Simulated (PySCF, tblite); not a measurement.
# ClH9NOSi4 radical: geometry, infrared bands and EPR parameters

Aim: predict the infrared bands and EPR parameters of ClH9NOSi4 radical (`[SiH2]O[Si@@H](Cl)N([SiH3])[SiH3]`).

Computed with tblite 0.8.0 and PySCF 2.14.0, with density-fitted response routines of our own, on a single molecule in the gas phase. Atoms are numbered from 0 throughout.

### 1 The starting structure

16 atoms, charge 0, multiplicity 2; geometry from: force field or distance geometry start.

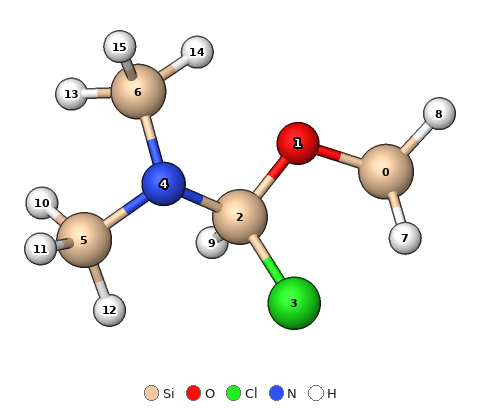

As it starts; silicon light orange, oxygen red, chlorine green, nitrogen blue, hydrogen white, atoms numbered.

### 2 Optimising the geometry with GFN2-xTB

Job settings and geometry (Å):

```
{"job": {"kind": "relax", "xc": "GFN2-xTB", "basis": "xTB"}, "charge": 0, "multiplicity": 2}
Si     3.410200     0.415400    -0.076400
O      1.730500     0.801600    -0.047600
Si     0.756700    -0.594500     0.195300
Cl     1.663900    -1.928000     1.512900
N     -0.837600    -0.029800     0.840800
Si    -2.099400    -1.225300     0.379000
Si    -1.335300     1.525100     0.103400
H      3.705200    -0.654500     0.869500
H      4.211200     1.595600     0.272400
H      0.548500    -1.257900    -1.099500
H     -2.702400    -0.765100    -0.881000
H     -3.094000    -1.324300     1.444700
H     -1.442200    -2.502900     0.095600
H     -2.355800     1.256500    -0.933300
H     -0.210500     2.260500    -0.499800
H     -1.956600     2.436600     1.079800
```

The run is started by

```sh
$ OMP_NUM_THREADS=1 python probes_run.py task.json out
```

One launch serves the whole session: the jobs run in the order shown.

Log:

```text
step      E/eV     max force
  0    -630.42913    2.844
  1    -630.67243    2.005
  2    -630.93646    1.903
  3    -631.02139    1.052
  4    -631.14216    0.836
  5    -631.19016    0.846
  6    -631.38214    0.980
  7    -631.43745    0.814
  8    -631.51050    0.578
  9    -631.55624    0.714
 10    -631.61341    0.757
 11    -631.66652    0.548
 12    -631.70514    0.311
 13    -631.72139    0.289
 14    -631.73236    0.255
 15    -631.74013    0.213
 16    -631.74749    0.289
 17    -631.75683    0.311
 18    -631.76896    0.333
 19    -631.78028    0.284
 20    -631.78744    0.194
 21    -631.79188    0.183
 22    -631.79601    0.163
 23    -631.80165    0.204
 24    -631.80910    0.223
 25    -631.81771    0.279
 26    -631.82598    0.269
 27    -631.83258    0.177
 28    -631.83670    0.143
 29    -631.83951    0.145
 30    -631.84292    0.150
 31    -631.84752    0.185
 32    -631.85237    0.177
 33    -631.85585    0.131
 34    -631.85818    0.119
 35    -631.86020    0.118
 36    -631.86448    0.148
 37    -631.86991    0.206
 38    -631.87575    0.178
 39    -631.87939    0.085
 40    -631.88126    0.083
 41    -631.88250    0.087
 42    -631.88425    0.117
 43    -631.88703    0.124
 44    -631.89071    0.141
 45    -631.89351    0.233
 46    -631.89326    0.234
 47    -631.89651    0.079
 48    -631.89767    0.083
 49    -631.90279    0.135
 50    -631.90515    0.133
 51    -631.90814    0.123
 52    -631.90986    0.125
 53    -631.91178    0.120
 54    -631.91362    0.106
 55    -631.91545    0.085
 56    -631.91685    0.075
 57    -631.91775    0.071
 58    -631.91790    0.118
 59    -631.91883    0.063
 60    -631.91917    0.047
 61    -631.91962    0.040
 62    -631.92000    0.063
 63    -631.92057    0.064
 64    -631.92111    0.068
 65    -631.92152    0.044
 66    -631.92185    0.041
 67    -631.92219    0.055
 68    -631.92248    0.045
 69    -631.92270    0.041
 70    -631.92288    0.029
 71    -631.92307    0.022
 72    -631.92318    0.021
 73    -631.92327    0.022
 74    -631.92335    0.022
 75    -631.92347    0.027
 76    -631.92365    0.033
 77    -631.92389    0.031
 78    -631.92409    0.031
 79    -631.92421    0.024
 80    -631.92429    0.025
 81    -631.92439    0.024
 82    -631.92476    0.041
 83    -631.92512    0.062
 84    -631.92562    0.067
 85    -631.92600    0.046
 86    -631.92629    0.033
 87    -631.92654    0.043
 88    -631.92698    0.056
 89    -631.92782    0.065
 90    -631.92833    0.090
 91    -631.92879    0.179
 92    -631.92999    0.071
 93    -631.93059    0.043
 94    -631.93180    0.078
 95    -631.93285    0.116
 96    -631.93380    0.087
 97    -631.93462    0.059
 98    -631.93534    0.057
 99    -631.93597    0.075
100    -631.93710    0.093
101    -631.93807    0.077
102    -631.93889    0.077
103    -631.93944    0.080
104    -631.94009    0.092
105    -631.94014    0.123
106    -631.94188    0.094
107    -631.94325    0.085
108    -631.94606    0.152
109    -631.94831    0.076
110    -631.95000    0.071
111    -631.94999    0.168
112    -631.95159    0.038
113    -631.95189    0.044
114    -631.95224    0.063
115    -631.95246    0.055
116    -631.95300    0.041
117    -631.95347    0.047
118    -631.95412    0.061
119    -631.95453    0.041
120    -631.95479    0.033
121    -631.95497    0.033
122    -631.95516    0.031
123    -631.95543    0.055
124    -631.95573    0.066
125    -631.95607    0.055
126    -631.95630    0.025
127    -631.95639    0.023
128    -631.95642    0.015
129    -631.95646    0.016
130    -631.95654    0.026
131    -631.95664    0.034
132    -631.95680    0.037
133    -631.95695    0.030
134    -631.95707    0.021
135    -631.95716    0.018
136    -631.95721    0.017
137    -631.95725    0.018
138    -631.95729    0.016
139    -631.95734    0.019
140    -631.95742    0.031
141    -631.95756    0.041
142    -631.95773    0.037
143    -631.95788    0.039
144    -631.95799    0.035
145    -631.95810    0.028
146    -631.95822    0.027
147    -631.95832    0.017
148    -631.95838    0.018
149    -631.95842    0.017
150    -631.95847    0.018
151    -631.95854    0.018
152    -631.95860    0.016
153    -631.95864    0.013
154    -631.95866    0.013
155    -631.95869    0.011
156    -631.95872    0.010
```

Run time: 2.9 s. Hardware: 1 thread of Arm Neoverse N1, shared host.

Along the way: (not every step is listed)

```
step  energy from step 0 (eV)  largest force (eV/Å)
   0                   0.0000                2.8443
   1                  -0.2433                2.0046
   2                  -0.5073                1.9032
   3                  -0.5923                1.0524
   4                  -0.7130                0.8356
   5                  -0.7610                0.8457
   6                  -0.9530                0.9801
   7                  -1.0083                0.8136
   8                  -1.0814                0.5779
  22                  -1.3669                0.1628
  36                  -1.4353                0.1476
  50                  -1.4760                0.1333
  64                  -1.4920                0.0683
  78                  -1.4950                0.0314
  92                  -1.5009                0.0707
 106                  -1.5127                0.0944
 120                  -1.5257                0.0334
 134                  -1.5279                0.0207
 148                  -1.5293                0.0181
 151                  -1.5294                0.0178
 152                  -1.5295                0.0162
 153                  -1.5295                0.0132
 154                  -1.5295                0.0127
 155                  -1.5296                0.0112
 156                  -1.5296                0.0105
```

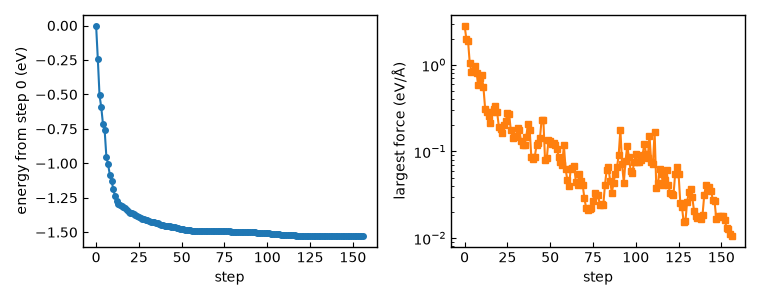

Energy and largest force along the relaxation.

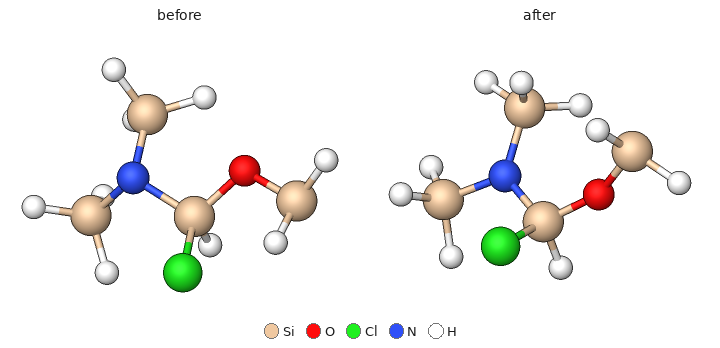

Before and after, at one scale.

Close pairs (by a distance rule), those that changed most:

```
   bond  before (Å)  after (Å)  change (Å)
 O1–Si2       1.719      1.604      -0.116
 Si0–O1       1.724      1.633      -0.091
 Si2–N4       1.810      1.727      -0.083
Si2–Cl3       2.083      2.005      -0.078
 N4–Si5       1.799      1.747      -0.052
 N4–Si6       1.791      1.746      -0.045
Si6–H13       1.479      1.460      -0.019
 Si2–H9       1.470      1.451      -0.018
```

The next job starts from the end point, and lists it.

### 3 Harmonic vibrations with GFN2-xTB

Job settings and geometry (Å):

```
{"job": {"kind": "ir", "xc": "GFN2-xTB", "basis": "xTB"}, "charge": 0, "multiplicity": 2}
Si     2.892033     1.185517     0.294966
O      1.948906    -0.083161    -0.112962
Si     0.710434    -1.069656     0.142393
Cl     0.866888    -1.815872     1.996633
N     -0.794619    -0.235189    -0.007307
Si    -2.242176    -1.180047     0.243034
Si    -0.816347     1.499741    -0.206530
H      4.230239     0.714433    -0.032825
H      2.669382     1.556411     1.686225
H      0.866715    -2.115544    -0.851455
H     -3.306209    -0.531716    -0.515866
H     -2.553780    -1.239400     1.672214
H     -1.970274    -2.521634    -0.272340
H     -2.220118     1.850869    -0.402648
H     -0.004526     1.845242    -1.374550
H     -0.284148     2.148951     0.997089
```

Log:

```text
mode    cm-1     km/mol
  1       9.5      0.47
  2      26.9      0.81
  3      48.4      0.52
  4      60.5      1.50
  5      76.3      3.21
  6      98.1      1.61
  7     128.3      1.06
  8     151.8      5.31
  9     190.2      6.65
 10     222.8      8.88
 11     229.8      2.00
 12     298.3     33.66
 13     450.6     18.16
 14     532.1      5.83
 15     564.0      1.49
 16     572.8      5.78
 17     576.8     62.19
 18     583.4     44.10
 19     596.8     75.11
 20     606.8     64.35
 21     646.1    213.78
 22     655.0    184.77
 23     706.3    228.89
 24     732.3     15.81
 25     757.7     57.50
 26     766.3     44.28
 27     772.4    325.82
 28     782.3    240.21
 29     796.0    738.82
 30     827.1    290.23
 31     975.6    389.71
 32     995.7    515.23
 33    1094.7    649.63
 34    2210.0    222.56
 35    2245.6    115.38
 36    2248.3    511.37
 37    2261.5    149.06
 38    2275.3    153.10
 39    2291.6    320.34
 40    2297.0    575.47
 41    2306.9    253.17
 42    2353.6    309.07
```

Wall time 1.5 s (1 thread of Arm Neoverse N1, shared host).

The strongest bands and the atoms that carry them (share of the mass-weighted mode):

```
cm⁻¹  km/mol                                   atoms
 772   325.8  H15 28 %, H13 23 %, H12 20 %, H10 19 %
 796   738.8  H12 21 %, H11 19 %, H13 16 %, H15 14 %
 976   389.7                       N4 78 %, Si5 10 %
 996   515.2                       N4 76 %, Si2 15 %
1095   649.6                       O1 77 %, Si2 14 %
2248   511.4                      H11 50 %, H14 44 %
2292   320.3                                 H8 90 %
2297   575.5                      H10 71 %, H13 20 %
```

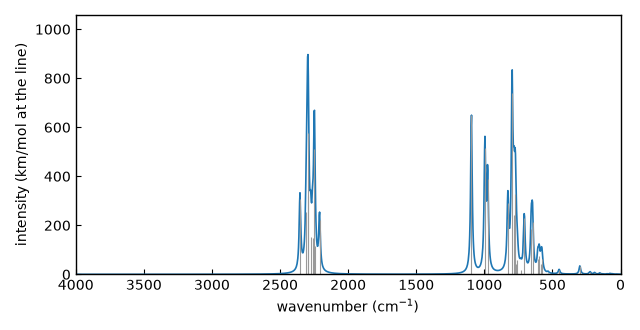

The infrared spectrum from these modes, unscaled. Lines are broadened to a width of 14 cm⁻¹ (Lorentzian).

### 4 EPR parameters: B3LYP/pcH-1

Settings changed since step 3:

```diff
@@ -1,2 +1,2 @@
-{"job": {"kind": "ir", "xc": "GFN2-xTB", "basis": "xTB"}, "charge": 0, "multiplicity": 2}
+{"job": {"kind": "epr", "basis": "pcH-1"}, "charge": 0, "multiplicity": 2}
 Si     2.892033     1.185517     0.294966
```

Method: UKS B3LYP, pcH-1 on Cl H N O Si, non-relativistic, mean-field spin-orbit, GIAO.

Log:

```text
UKS, coarse grid
  cycle   1  E = -1753.59183882  |g| = 7.17e-01
  cycle   2  E = -1753.19305025  |g| = 1.22e+00
  cycle   3  E = -1753.75165780  |g| = 1.48e-01
  cycle   4  E = -1753.75924930  |g| = 6.48e-02
  cycle   5  E = -1753.76074414  |g| = 1.97e-02
  cycle   6  E = -1753.76088002  |g| = 7.76e-03
  cycle   7  E = -1753.76090392  |g| = 1.04e-03
  cycle   8  E = -1753.76090515  |g| = 3.10e-04
UKS, final grid
  cycle   1  E = -1753.76092360  |g| = 3.02e-04
  cycle   2  E = -1753.76092358  |g| = 3.98e-04
  cycle   3  E = -1753.76092365  |g| = 6.82e-05
  cycle   4  E = -1753.76092365  |g| = 1.62e-05
E = -1753.76092365 Eh   <S^2> = 0.7511 (exact 0.7500)
g shifts (ppm)      1          2          3
  rmc          -148       -148       -148
  gc             48         23         41
  oz_so        -812        200       2109
  total        -911         76       2002
hyperfine (MHz)  atom isotope    a_iso     a_fc   dipolar eigenvalues
    0  29Si    -590.19    -591.24   -161.35     80.41     80.94
    1   17O     -26.70     -26.63    -24.55     11.76     12.79
    2  29Si      -4.88      -4.90     -2.37      1.08      1.29
    3  35Cl       0.06       0.05     -0.54     -0.48      1.02
    4   14N       0.93       0.93     -0.13     -0.07      0.20
    5  29Si      -0.23      -0.23     -0.22      0.09      0.13
    6  29Si      -5.59      -5.59     -0.76      0.29      0.46
    7    1H      95.39      95.38     -8.61      0.77      7.85
    8    1H      97.94      97.94     -8.92      0.85      8.06
    9    1H       0.51       0.51     -1.25     -1.08      2.32
   10    1H      -0.06      -0.06     -0.31     -0.28      0.59
   11    1H       0.14       0.14     -0.32     -0.31      0.63
   12    1H       0.07       0.07     -0.33     -0.32      0.65
   13    1H       3.60       3.60     -0.62     -0.58      1.21
   14    1H       4.31       4.31     -2.59     -2.17      4.76
   15    1H       1.26       1.26     -2.00     -1.86      3.85
```

It took 3.9 min on 1 thread of Arm Neoverse N1, shared host; peak memory 1.2 GiB.

Principal g values 2.00141, 2.00240, 2.00432; g(iso) = 2.00271, against 2.00232 for a free electron.

Hyperfine couplings; where a row names several nuclei, a(iso) is their mean (it holds for fast rotation or exchange) and the dipolar term the largest among them:

```
                      nuclei  isotope  a(iso) (MHz)  a(iso) (G, at g = 2.0023)  largest dipolar term (MHz)
                         Si0     29Si        -590.2                     -210.6                      -161.4
                      H7, H8       1H          96.7                       34.5                        -8.9
                          O1      17O         -26.7                       -9.5                       -24.6
                         Si2     29Si          -4.9                       -1.7                        -2.4
                    Si5, Si6     29Si          -2.9                       -1.0                        -0.8
H10, H11, H12, H13, H14, H15       1H           1.6                        0.6                         4.8
                          N4      14N           0.9                        0.3                         0.2
                          H9       1H           0.5                        0.2                         2.3
                         Cl3     35Cl           0.1                        0.0                         1.0
```

Mulliken spin populations:

Si0 0.88; O1 0.04; Si2 0.00; Cl3 0.00; N4 0.00; Si5 0.00; Si6 0.00; H7 0.04; H8 0.04; H9 0.00; H10 0.00; H11 0.00; H12 0.00; H13 0.00; H14 0.00; H15 0.00

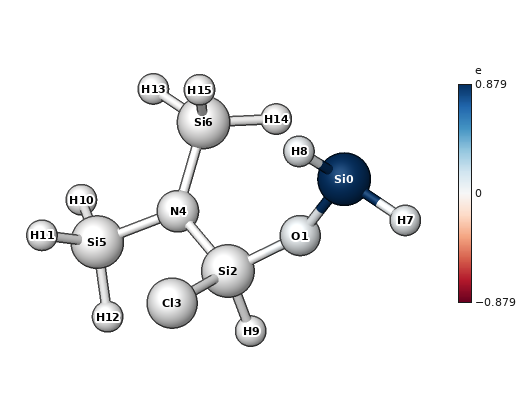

Mulliken spin populations, as colours on the atoms.

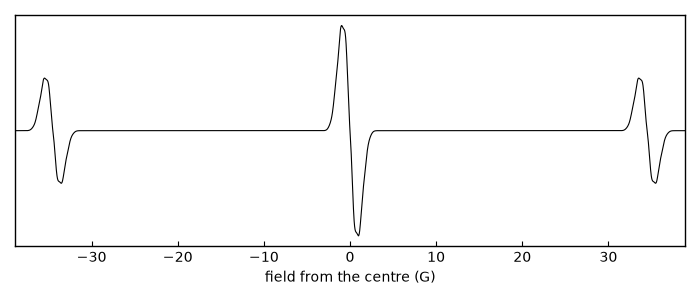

First-order isotropic spectrum (first derivative, main isotopes with spin only, couplings over 0.8 MHz, Gaussian width 0.3 G; couplings of the frozen geometry, rotation of groups not averaged beyond the rows shown).

The fields below are evaluated on a grid from the run's orbitals.

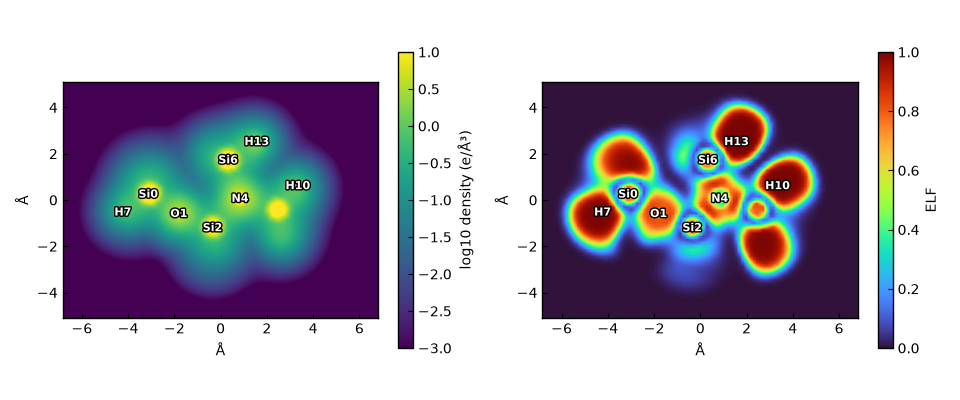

Density (left) and ELF (right) in a plane through or near 8 of the atoms.

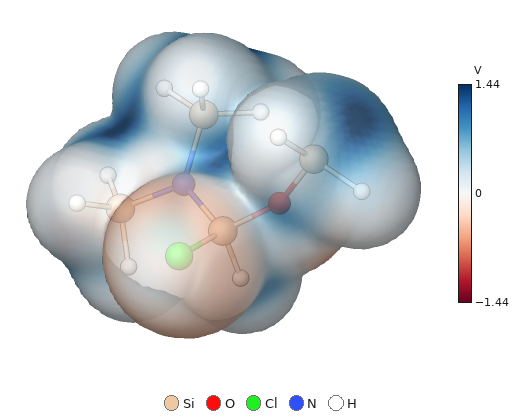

The potential that a unit positive charge feels on the 0.002 e/bohr³ surface, from -0.45 V near Cl3 to 1.44 V near H13.

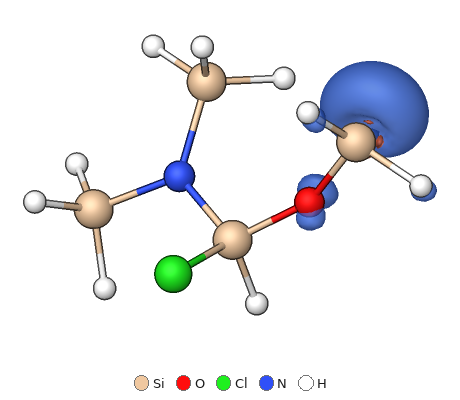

Spin density at ±0.07 e/Å³ (alpha excess blue, beta excess red).

### 5 Results

| quantity | value |
| --- | --- |
| strongest single infrared mode (GFN2-xTB) | 796 cm⁻¹, 739 km/mol |
| zero-point energy (GFN2-xTB) | 52.9 kcal/mol |
| g(iso) (B3LYP) | 2.00271 |
| ⟨S²⟩ | 0.751 (exact 0.75) |
| largest a(iso) (averaged by class) | 29Si on Si0, -590.2 MHz |
| potential on the surface of density 0.002 e/bohr³, 1st and 99th percentile | -0.45 V and 1.44 V |

What this shows: Relaxing lowered the energy by 1.530 eV in 156 steps; the close pair that moved most is O1–Si2, from 1.719 to 1.604 Å. All 42 modes are real, so the xTB geometry is a minimum. The strongest single mode, at 796 cm⁻¹, is spread over several atoms, H12, H11, H13, H15 among them. Unscaled tight-binding wavenumbers are off by several per cent, some by more. Its intensities can rank the bands wrongly. Most of the unpaired spin sits on Si0 (0.88 e). The isotropic g lies 0.4 ppt above the free-electron value. These values are for one conformer; the search (at its own cheap level) found 2 more, at 0.13, 0.33 kcal/mol, and measured spectra average over such forms.
